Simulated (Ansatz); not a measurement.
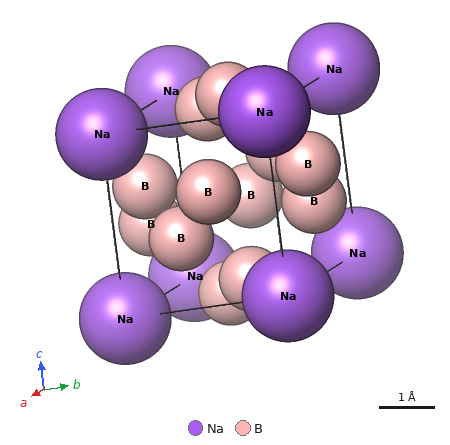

Spheres-only drawing of the structure, looking slightly off an axis. The parallelepiped is the simulation cell.

```
CELL_PARAMETERS angstrom
2.26610 1.30833 2.95238
-2.26610 1.30833 2.95238
0.00000 -2.61667 2.95238
ATOMIC_POSITIONS crystal
Na 0.00000 0.00000 0.00000
B 0.94844 0.37686 0.37686
B 0.62314 0.05156 0.62314
B 0.62314 0.62314 0.05156
B 0.37686 0.94844 0.37686
B 0.05156 0.62314 0.62314
B 0.37686 0.37686 0.94844
```

Calculation details: DFT PBE, scalar-relativistic, plane waves, PAW in Ansatz; a basis cut at 420 eV, k-point mesh 12×12×12, Gaussian smearing of 0.1 eV, no spin polarisation.

### What are the atomic charges by Bader's partition?

Na +0.78 e; B -0.13 e.

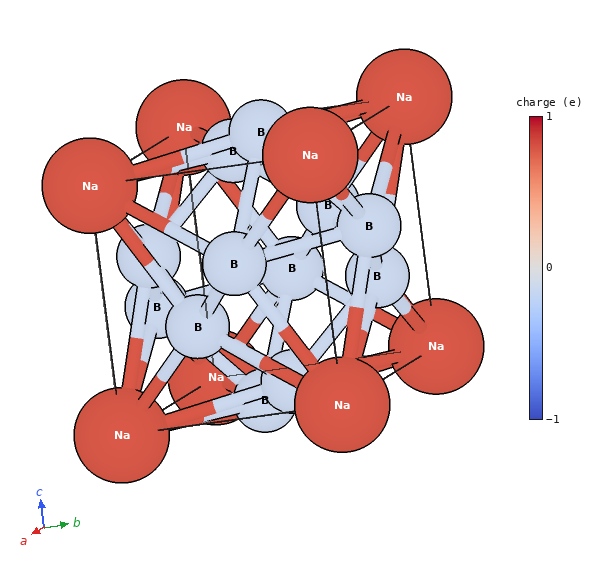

The atoms coloured by those charges.

The cell started as a structure type filled with these elements by a generator (whether the compound takes this form wasn't checked). Earlier steps of the study may have refined or changed the cell and positions. It went into a calculation with Ansatz.
